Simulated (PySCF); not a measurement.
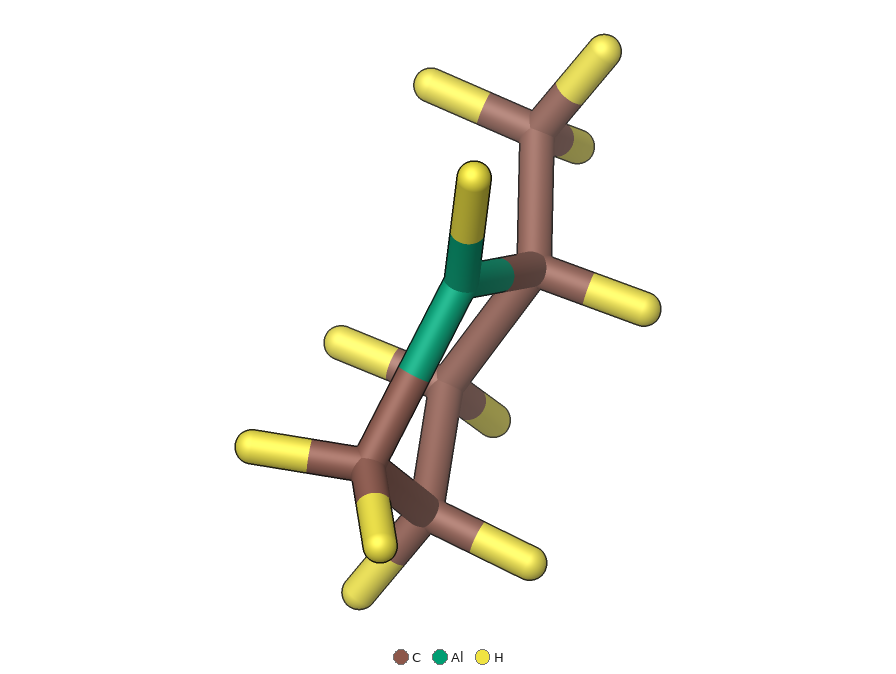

The computed structure is the end point of a PBE0-D3(BJ)/def2-SVP optimisation. No frequency run is at hand to confirm it as a minimum.

Draw it as a skeletal formula.

SMILES: C[C@@H]1CC[CH2][AlH]1

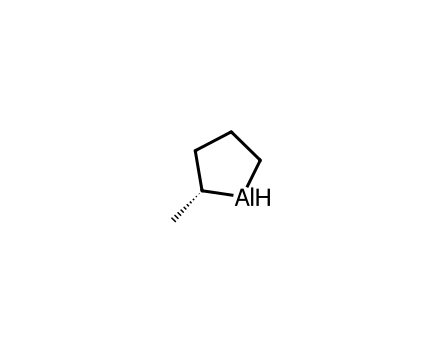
